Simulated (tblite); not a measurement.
## C3H7F2Si: geometry relaxation (part 1 of 2)

System: C3H7F2Si, multiplicity 2, SMILES C[C](F)C[SiH2]F.
Method: GFN2-xTB geometry optimisation, gas phase (tblite 0.8.0).

It belongs to a series of runs on one base structure; here: H removed from sp3 C.

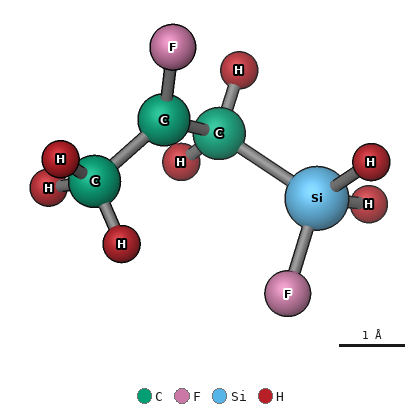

Fig. 1: The input geometry (ball-and-stick view, seen at a tilt). Bond lengths as drawn: C–C 1.49 Å, C–F 1.35 Å, C–H 1.09 to 1.10 Å, C–Si 1.85 Å, F–Si 1.61 Å and H–Si 1.49 Å.

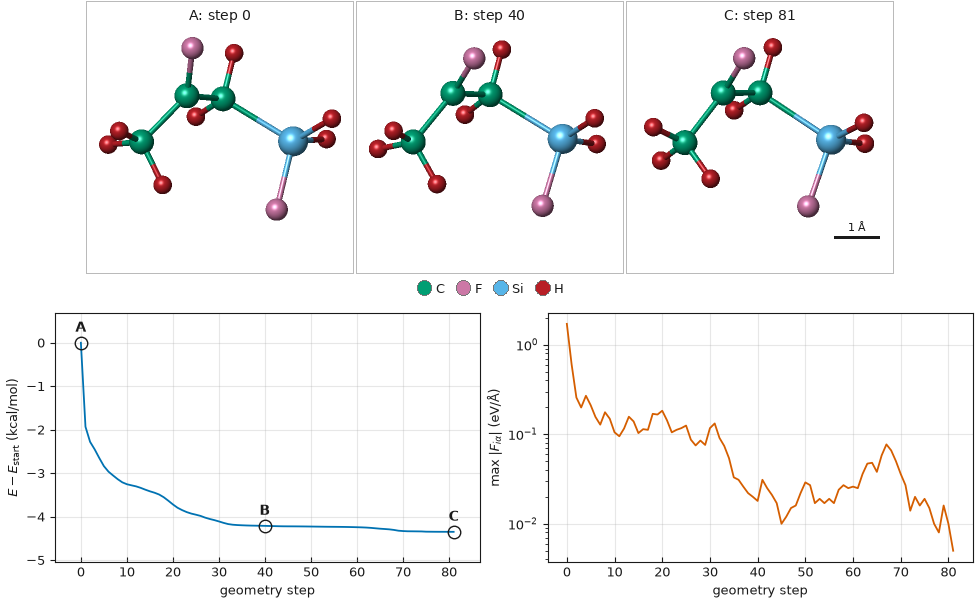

Fig. 2: Frames of the relaxation (ball-and-stick view, seen at a tilt) above the curves, on which the letters mark them (steps are counted from 0).

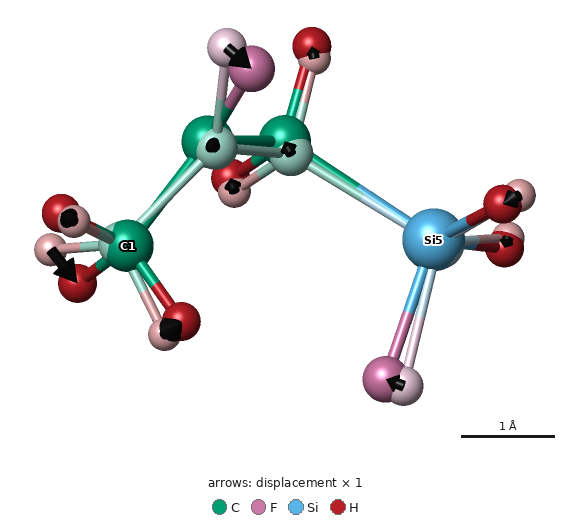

Fig. 3: Start (faint) and end (solid) with the displacements as black arrows, at true length (ball-and-stick view, seen at a tilt). The two geometries are laid on each other by the best rigid fit. Over 81 geometry steps the energy falls by 4.35 kcal/mol. Largest force component: 1.7 eV/Å at the start, 0.005 eV/Å at the end. The largest move after the best rigid fit is that of H9, 0.47 Å. By element the largest moves are H 0.47 Å, F 0.36 Å, C 0.17 Å, Si 0.06 Å. Among the contacts that change: C4–Si5 1.853 → 1.932 Å, Si5–H12 1.486 → 1.451 Å, C2–C4 1.491 → 1.469 Å, C2–F3 1.350 → 1.369 Å. Among the angles that change: H12–Si5–H13 108.6° → 116.1°, C1–C2–F3 119.4° → 114.6°, C1–C2–C4 121.1° → 125.1°. (Atoms are counted from 1 in the order of the input.)

These pictures come from the run below.

**Input file**
```
{"job": {"kind": "relax", "xc": "GFN2-xTB", "basis": "xTB"}, "charge": 0, "multiplicity": 2}
C      1.725500     0.702500    -0.339400
C      0.563300     0.658000     0.596500
F      0.342800     1.698700     1.428300
C     -0.292800    -0.557700     0.704400
Si    -1.729800    -0.628300    -0.463800
F     -1.152600    -0.687900    -1.969300
H      2.235300     1.667900    -0.252100
H      1.384000     0.602000    -1.368200
H      2.438100    -0.094300    -0.115400
H      0.324000    -1.460500     0.587800
H     -0.687400    -0.614300     1.733600
H     -2.610000     0.561800    -0.337300
H     -2.544800    -1.847300    -0.222800
```

The first line tells a small driver script what to run in tblite; the rest is the geometry in Å.

Launched with:
```bash
OMP_NUM_THREADS=1 python <driver script> task.json out
```

**Log**
```
step      E/eV     max force
  0    -576.30126    1.849
  1    -576.38502    0.606
  2    -576.40006    0.275
  3    -576.40758    0.237
  4    -576.41620    0.334
  5    -576.42426    0.273
  6    -576.42980    0.185
  7    -576.43362    0.192
  8    -576.43729    0.193
  9    -576.44043    0.172
 10    -576.44234    0.107
 11    -576.44343    0.096
 12    -576.44447    0.118
 13    -576.44596    0.164
 14    -576.44776    0.148
 15    -576.44939    0.106
 16    -576.45080    0.115
 17    -576.45258    0.116
 18    -576.45529    0.174
 19    -576.45878    0.169
 20    -576.46248    0.183
 21    -576.46578    0.151
 22    -576.46815    0.120
 23    -576.47013    0.118
 24    -576.47162    0.121
 25    -576.47272    0.140
 26    -576.47392    0.110
 27    -576.47564    0.087
 28    -576.47698    0.104
 29    -576.47812    0.089
 30    -576.47944    0.127
 31    -576.48086    0.145
 32    -576.48206    0.099
 33    -576.48271    0.075
 34    -576.48305    0.060
 35    -576.48327    0.043
 36    -576.48345    0.035
 37    -576.48358    0.032
 38    -576.48367    0.028
 39    -576.48376    0.024
 40    -576.48385    0.027
 41    -576.48397    0.038
 42    -576.48409    0.028
 43    -576.48421    0.024
 44    -576.48429    0.019
 45    -576.48432    0.013
 46    -576.48434    0.014
 47    -576.48437    0.019
 48    -576.48441    0.021
 49    -576.48446    0.023
 50    -576.48452    0.031
 51    -576.48459    0.030
 52    -576.48465    0.022
 53    -576.48472    0.022
 54    -576.48477    0.019
 55    -576.48481    0.020
 56    -576.48485    0.018
 57    -576.48490    0.026
 58    -576.48498    0.030
 59    -576.48508    0.030
 60    -576.48520    0.034
 61    -576.48534    0.032
 62    -576.48554    0.044
 63    -576.48585    0.055
 64    -576.48626    0.059
 65    -576.48667    0.051
 66    -576.48698    0.074
 67    -576.48732    0.098
 68    -576.48788    0.085
 69    -576.48867    0.058
 70    -576.48903    0.043
 71    -576.48924    0.033
 72    -576.48928    0.016
 73    -576.48934    0.025
 74    -576.48940    0.020
 75    -576.48964    0.024
 76    -576.48969    0.020
 77    -576.48974    0.013
 78    -576.48976    0.011
 79    -576.48977    0.016
 80    -576.48979    0.013
 81    -576.48980    0.007
```

**Trajectory as extended XYZ (Å, eV, eV/Å), 36 of the 82 frames kept, from step=0 to step=81**
```
13
Properties=species:S:1:pos:R:3:forces:R:3 step=0 energy=-576.30126
C     1.7255    0.7025   -0.3394   -0.2490   0.6470   0.4390
C     0.5633    0.6580    0.5965    0.2090  -0.9450  -0.7000
F     0.3428    1.6987    1.4283   -0.0720   0.0590   0.0660
C    -0.2928   -0.5577    0.7044    1.0580   0.2040   1.5020
Si   -1.7298   -0.6283   -0.4638   -1.7100   0.1080  -0.5260
F    -1.1526   -0.6879   -1.9693   -0.0730   0.0180   0.1620
H     2.2353    1.6679   -0.2521   -0.0720  -0.2010   0.0360
H     1.3840    0.6020   -1.3682    0.0350  -0.1580  -0.0970
H     2.4381   -0.0943   -0.1154   -0.0060  -0.0220  -0.0880
H     0.3240   -1.4605    0.5878    0.0350   0.2340  -0.1060
H    -0.6874   -0.6143    1.7336    0.0530   0.0980  -0.2580
H    -2.6100    0.5618   -0.3373    0.4260  -0.3520  -0.1950
H    -2.5448   -1.8473   -0.2228    0.3670   0.3100  -0.2340
13
Properties=species:S:1:pos:R:3:forces:R:3 step=2 energy=-576.40006
C     1.7208    0.7133   -0.3331    0.0020   0.0080  -0.0530
C     0.5669    0.6402    0.5855    0.0410  -0.1130   0.0110
F     0.3417    1.6943    1.4251   -0.0190  -0.1700  -0.1550
C    -0.2716   -0.5543    0.7338   -0.0660  -0.0440   0.0610
Si   -1.7677   -0.6255   -0.4720   -0.0870   0.0120   0.1030
F    -1.1554   -0.6873   -1.9642   -0.1020   0.0210   0.1540
H     2.2342    1.6659   -0.2498   -0.0200   0.0650   0.0890
H     1.3863    0.5978   -1.3688    0.0730  -0.0670   0.0090
H     2.4363   -0.0923   -0.1188   -0.0490   0.0940  -0.0890
H     0.3263   -1.4552    0.5847    0.0970   0.0320  -0.0650
H    -0.6871   -0.6107    1.7336   -0.0060   0.0970   0.2570
H    -2.5996    0.5548   -0.3437    0.0530   0.1060  -0.1520
H    -2.5354   -1.8406   -0.2302    0.0820  -0.0420  -0.1710
13
Properties=species:S:1:pos:R:3:forces:R:3 step=5 energy=-576.42426
C     1.7199    0.7181   -0.3379    0.0090  -0.0540  -0.0150
C     0.5725    0.6183    0.5834   -0.0200   0.0010   0.0230
F     0.3371    1.6753    1.4059   -0.0710   0.1250   0.0320
C    -0.2755   -0.5619    0.7528   -0.1010  -0.0670  -0.0360
Si   -1.7852   -0.6218   -0.4566    0.2110   0.0290   0.1710
F    -1.1694   -0.6840   -1.9436   -0.0100   0.0220   0.0110
H     2.2289    1.6736   -0.2368   -0.1020   0.0010   0.0260
H     1.3963    0.5888   -1.3715    0.0010   0.0490  -0.1100
H     2.4337   -0.0818   -0.1314    0.1520  -0.0530  -0.0130
H     0.3369   -1.4494    0.5767   -0.0930  -0.0550   0.0640
H    -0.6836   -0.5969    1.7646    0.1430  -0.0090  -0.0040
H    -2.5914    0.5716   -0.3670   -0.0470   0.1740  -0.0720
H    -2.5244   -1.8493   -0.2563   -0.0730  -0.1630  -0.0780
13
Properties=species:S:1:pos:R:3:forces:R:3 step=7 energy=-576.43362
C     1.7198    0.7164   -0.3412   -0.0090  -0.0700   0.0120
C     0.5739    0.6085    0.5840   -0.0130   0.0570   0.0010
F     0.3305    1.6727    1.3976   -0.0550   0.0910  -0.0020
C    -0.2817   -0.5688    0.7604    0.1070   0.0430   0.0370
Si   -1.7840   -0.6184   -0.4398   -0.0950   0.0070  -0.0140
F    -1.1768   -0.6808   -1.9323    0.0230   0.0270   0.0280
H     2.2197    1.6771   -0.2290   -0.1100  -0.0480  -0.0140
H     1.4013    0.5877   -1.3789   -0.0040   0.0770  -0.0320
H     2.4415   -0.0793   -0.1385    0.1140  -0.0200  -0.0060
H     0.3360   -1.4505    0.5772   -0.1280  -0.1060   0.0970
H    -0.6731   -0.5912    1.7798    0.1250  -0.0690  -0.0390
H    -2.5890    0.5890   -0.3828    0.0500  -0.0030  -0.0230
H    -2.5226   -1.8619   -0.2740   -0.0050   0.0120  -0.0450
13
Properties=species:S:1:pos:R:3:forces:R:3 step=9 energy=-576.44043
C     1.7195    0.7098   -0.3429   -0.0010  -0.0020   0.0060
C     0.5741    0.6068    0.5848    0.0260   0.0030  -0.0200
F     0.3219    1.6783    1.3917   -0.0090  -0.0130  -0.0920
C    -0.2800   -0.5705    0.7661    0.0760   0.0420   0.0270
Si   -1.7870   -0.6159   -0.4292   -0.1490  -0.0140  -0.0850
F    -1.1797   -0.6766   -1.9229    0.0410   0.0260   0.0310
H     2.2054    1.6760   -0.2251   -0.0330  -0.0190  -0.0250
H     1.4042    0.5930   -1.3859    0.0000   0.0290   0.0680
H     2.4551   -0.0790   -0.1436   -0.0210   0.0500  -0.0170
H     0.3257   -1.4598    0.5850   -0.0600  -0.0820   0.0510
H    -0.6565   -0.5929    1.7876    0.0320  -0.0550   0.0510
H    -2.5846    0.6012   -0.3946    0.0710  -0.0740   0.0180
H    -2.5226   -1.8699   -0.2888    0.0270   0.1080  -0.0120
13
Properties=species:S:1:pos:R:3:forces:R:3 step=12 energy=-576.44447
C     1.7195    0.7074   -0.3436    0.0010   0.0360  -0.0020
C     0.5766    0.6025    0.5839    0.0060  -0.0660   0.0180
F     0.3156    1.6808    1.3779   -0.0150   0.0090  -0.0740
C    -0.2769   -0.5714    0.7722   -0.0660  -0.0640   0.0070
Si   -1.7955   -0.6150   -0.4270    0.1160   0.0100   0.0210
F    -1.1769   -0.6713   -1.9150    0.0600   0.0180  -0.0200
H     2.1950    1.6761   -0.2245    0.0310   0.0530  -0.0090
H     1.4054    0.5978   -1.3852   -0.0280  -0.0110  -0.0080
H     2.4612   -0.0743   -0.1486   -0.0120   0.0100  -0.0020
H     0.3141   -1.4720    0.5937   -0.0210  -0.0160   0.0030
H    -0.6436   -0.5978    1.7981   -0.0090  -0.0070   0.0170
H    -2.5769    0.6049   -0.4003   -0.0130   0.0220   0.0370
H    -2.5221   -1.8673   -0.2994   -0.0500   0.0050   0.0130
13
Properties=species:S:1:pos:R:3:forces:R:3 step=14 energy=-576.44776
C     1.7195    0.7101   -0.3444   -0.0080  -0.0010  -0.0190
C     0.5806    0.5905    0.5847    0.0080  -0.0360   0.0560
F     0.3083    1.6826    1.3541   -0.0750   0.0350  -0.0070
C    -0.2797   -0.5787    0.7794   -0.0130  -0.0590   0.0270
Si   -1.7942   -0.6135   -0.4255    0.1390   0.0250   0.0430
F    -1.1662   -0.6638   -1.9097    0.0630   0.0110  -0.0190
H     2.1896    1.6822   -0.2258    0.0050   0.0300   0.0100
H     1.4032    0.6008   -1.3831   -0.0380  -0.0140  -0.0890
H     2.4635   -0.0670   -0.1537    0.0520  -0.0330   0.0020
H     0.3009   -1.4860    0.6023    0.0180   0.0000  -0.0190
H    -0.6338   -0.6040    1.8111   -0.0490   0.0200  -0.0400
H    -2.5696    0.6080   -0.4000   -0.0350   0.0570   0.0400
H    -2.5264   -1.8607   -0.3071   -0.0680  -0.0360   0.0140
13
Properties=species:S:1:pos:R:3:forces:R:3 step=16 energy=-576.45080
C     1.7191    0.7121   -0.3465   -0.0100  -0.0430  -0.0300
C     0.5854    0.5785    0.5893    0.0500   0.0140   0.0580
F     0.2963    1.6866    1.3308   -0.1140  -0.0020   0.0130
C    -0.2817   -0.5882    0.7866    0.0830   0.0130   0.0190
Si   -1.7853   -0.6110   -0.4236   -0.0240   0.0110  -0.0020
F    -1.1504   -0.6560   -1.9065    0.0440   0.0070   0.0300
H     2.1848    1.6889   -0.2274   -0.0450  -0.0460   0.0120
H     1.3982    0.6032   -1.3854   -0.0130  -0.0110  -0.0510
H     2.4680   -0.0617   -0.1582    0.0410  -0.0080  -0.0250
H     0.2893   -1.5005    0.6099    0.0700   0.0000  -0.0210
H    -0.6288   -0.6098    1.8201   -0.0870   0.0250  -0.0340
H    -2.5644    0.6121   -0.3951    0.0120   0.0100   0.0340
H    -2.5348   -1.8539   -0.3118   -0.0080   0.0300  -0.0010
13
Properties=species:S:1:pos:R:3:forces:R:3 step=19 energy=-576.45878
C     1.7160    0.7089   -0.3560   -0.0150  -0.0470   0.0440
C     0.6072    0.5545    0.6128    0.0540   0.0480   0.0410
F     0.2464    1.6929    1.2825   -0.0520  -0.1140  -0.0760
C    -0.2719   -0.6066    0.8029    0.0340   0.0840  -0.0880
Si   -1.7671   -0.6032   -0.4203   -0.1660  -0.0100  -0.0310
F    -1.1057   -0.6382   -1.8942   -0.0230   0.0020   0.0980
H     2.1678    1.6937   -0.2298   -0.0650  -0.0980  -0.0390
H     1.3835    0.6045   -1.3983    0.0210  -0.0080   0.1570
H     2.4834   -0.0519   -0.1736   -0.0570   0.0480  -0.0960
H     0.2826   -1.5282    0.6209    0.0900   0.0540   0.0550
H    -0.6402   -0.6166    1.8293   -0.0200  -0.0220  -0.0390
H    -2.5513    0.6220   -0.3744    0.0960  -0.0530   0.0040
H    -2.5551   -1.8314   -0.3194    0.1030   0.1170  -0.0320
13
Properties=species:S:1:pos:R:3:forces:R:3 step=21 energy=-576.46578
C     1.7124    0.7035   -0.3595   -0.0100  -0.0030   0.0860
C     0.6254    0.5406    0.6324   -0.0330  -0.0240   0.0140
F     0.2078    1.6889    1.2494    0.0020  -0.0310  -0.0770
C    -0.2626   -0.6137    0.8090   -0.0810   0.0030  -0.0890
Si   -1.7641   -0.5978   -0.4177    0.0390   0.0160   0.0330
F    -1.0795   -0.6274   -1.8793   -0.0390  -0.0010   0.0250
H     2.1527    1.6900   -0.2325    0.0010   0.0120  -0.0480
H     1.3749    0.6026   -1.3995   -0.0450  -0.0190   0.1430
H     2.4911   -0.0446   -0.1907   -0.0280  -0.0230  -0.0660
H     0.2897   -1.5382    0.6290    0.0340   0.0830   0.0840
H    -0.6527   -0.6193    1.8297    0.0650  -0.0480  -0.0770
H    -2.5379    0.6279   -0.3612    0.0490   0.0330  -0.0040
H    -2.5615   -1.8119   -0.3268    0.0470   0.0010  -0.0240
13
Properties=species:S:1:pos:R:3:forces:R:3 step=23 energy=-576.47013
C     1.7101    0.7006   -0.3558    0.0150   0.0120   0.0350
C     0.6331    0.5305    0.6429   -0.0450  -0.0140   0.0020
F     0.1867    1.6849    1.2227   -0.0190   0.0670  -0.0150
C    -0.2626   -0.6182    0.8089   -0.0330  -0.0450  -0.0020
Si   -1.7623   -0.5935   -0.4136    0.0990   0.0250   0.0310
F    -1.0679   -0.6204   -1.8681   -0.0200  -0.0020  -0.0610
H     2.1427    1.6897   -0.2365    0.0350   0.0580  -0.0080
H     1.3673    0.6012   -1.3906   -0.1120  -0.0300   0.0230
H     2.4944   -0.0410   -0.2052    0.0260  -0.0770   0.0020
H     0.2927   -1.5413    0.6405    0.0300   0.0230   0.0250
H    -0.6515   -0.6250    1.8289    0.0250  -0.0330  -0.0300
H    -2.5257    0.6346   -0.3564    0.0060   0.0910   0.0050
H    -2.5616   -1.8016   -0.3354   -0.0070  -0.0750  -0.0070
13
Properties=species:S:1:pos:R:3:forces:R:3 step=25 energy=-576.47272
C     1.7098    0.6991   -0.3504    0.0100   0.0050  -0.0400
C     0.6347    0.5273    0.6504    0.0230  -0.0250  -0.0260
F     0.1733    1.6853    1.2061   -0.0540   0.1250   0.0330
C    -0.2637   -0.6223    0.8059    0.0810  -0.0010   0.0690
Si   -1.7551   -0.5899   -0.4120   -0.0390   0.0020  -0.0430
F    -1.0615   -0.6170   -1.8668   -0.0230   0.0040  -0.0680
H     2.1403    1.6917   -0.2412    0.0260   0.0010   0.0180
H     1.3537    0.5979   -1.3806   -0.0940  -0.0240  -0.0080
H     2.4960   -0.0442   -0.2135   -0.0010  -0.0360   0.0390
H     0.2988   -1.5404    0.6493    0.0430  -0.0510  -0.0330
H    -0.6519   -0.6318    1.8232   -0.0320  -0.0200   0.0660
H    -2.5174    0.6420   -0.3501    0.0360   0.0450   0.0000
H    -2.5612   -1.7973   -0.3381    0.0230  -0.0260  -0.0080
13
Properties=species:S:1:pos:R:3:forces:R:3 step=28 energy=-576.47698
C     1.7096    0.6970   -0.3486   -0.0570  -0.0150  -0.0060
C     0.6381    0.5277    0.6603    0.0140   0.0510   0.0560
F     0.1512    1.6947    1.1880    0.0110  -0.0300  -0.0360
C    -0.2552   -0.6277    0.8107    0.0110   0.0260   0.0080
Si   -1.7490   -0.5850   -0.4153   -0.0010  -0.0120  -0.0170
F    -1.0578   -0.6127   -1.8736   -0.0500   0.0110  -0.0080
H     2.1411    1.6920   -0.2446    0.0030  -0.0830  -0.0170
H     1.3249    0.5899   -1.3696    0.0170   0.0090   0.0090
H     2.4958   -0.0519   -0.2187   -0.0850   0.0550   0.0220
H     0.3144   -1.5435    0.6544   -0.0080   0.0060  -0.0200
H    -0.6586   -0.6417    1.8233    0.0200  -0.0180   0.0370
H    -2.5020    0.6567   -0.3419    0.0750  -0.0370  -0.0140
H    -2.5569   -1.7951   -0.3420    0.0510   0.0380  -0.0160
13
Properties=species:S:1:pos:R:3:forces:R:3 step=30 energy=-576.47944
C     1.7049    0.6947   -0.3465   -0.0690  -0.0110   0.0160
C     0.6403    0.5302    0.6696   -0.0090  -0.0110   0.0780
F     0.1382    1.7001    1.1737   -0.0020  -0.0060  -0.0130
C    -0.2494   -0.6290    0.8152   -0.0480   0.0020  -0.0080
Si   -1.7464   -0.5823   -0.4173    0.1170  -0.0020   0.0500
F    -1.0634   -0.6092   -1.8790   -0.0260   0.0120  -0.0200
H     2.1419    1.6864   -0.2479    0.0040  -0.0320  -0.0280
H     1.3059    0.5845   -1.3598    0.0330   0.0200  -0.0550
H     2.4887   -0.0543   -0.2209   -0.0510   0.0040   0.0240
H     0.3250   -1.5433    0.6568   -0.0430   0.0530  -0.0140
H    -0.6585   -0.6502    1.8274    0.0450  -0.0100  -0.0170
H    -2.4842    0.6663   -0.3406    0.0420  -0.0230  -0.0090
H    -2.5474   -1.7935   -0.3483    0.0070   0.0040  -0.0050
13
Properties=species:S:1:pos:R:3:forces:R:3 step=32 energy=-576.48206
C     1.6945    0.6916   -0.3438   -0.0110   0.0010   0.0060
C     0.6430    0.5325    0.6858   -0.0100  -0.0440   0.0130
F     0.1227    1.7065    1.1560   -0.0370   0.0330   0.0340
C    -0.2453   -0.6301    0.8203   -0.0340  -0.0050   0.0100
Si   -1.7350   -0.5799   -0.4175    0.0910   0.0020   0.0390
F    -1.0698   -0.6039   -1.8871    0.0090   0.0080  -0.0170
H     2.1431    1.6774   -0.2541   -0.0140   0.0360  -0.0190
H     1.2868    0.5806   -1.3531    0.0190   0.0160  -0.0590
H     2.4765   -0.0562   -0.2209   -0.0090  -0.0750   0.0130
H     0.3326   -1.5411    0.6584   -0.0260   0.0450  -0.0130
H    -0.6557   -0.6612    1.8315    0.0210  -0.0050  -0.0160
H    -2.4607    0.6738   -0.3383    0.0100   0.0010   0.0000
H    -2.5369   -1.7895   -0.3548   -0.0080  -0.0110   0.0090
13
Properties=species:S:1:pos:R:3:forces:R:3 step=35 energy=-576.48327
C     1.6908    0.6905   -0.3436    0.0150   0.0020  -0.0050
C     0.6414    0.5356    0.6896   -0.0040   0.0160  -0.0210
F     0.1209    1.7101    1.1619   -0.0130  -0.0090   0.0070
C    -0.2459   -0.6277    0.8209    0.0080   0.0050   0.0060
Si   -1.7268   -0.5808   -0.4177   -0.0330   0.0010  -0.0200
F    -1.0741   -0.6039   -1.8934    0.0190   0.0040   0.0100
H     2.1445    1.6752   -0.2574   -0.0160   0.0090  -0.0060
H     1.2864    0.5814   -1.3568    0.0170   0.0050   0.0130
H     2.4683   -0.0634   -0.2159   -0.0300  -0.0290  -0.0120
H     0.3333   -1.5351    0.6541    0.0120  -0.0050  -0.0020
H    -0.6551   -0.6636    1.8308   -0.0020  -0.0070   0.0230
H    -2.4551    0.6717   -0.3380    0.0120   0.0020  -0.0010
H    -2.5328   -1.7896   -0.3521    0.0150   0.0080   0.0070
```
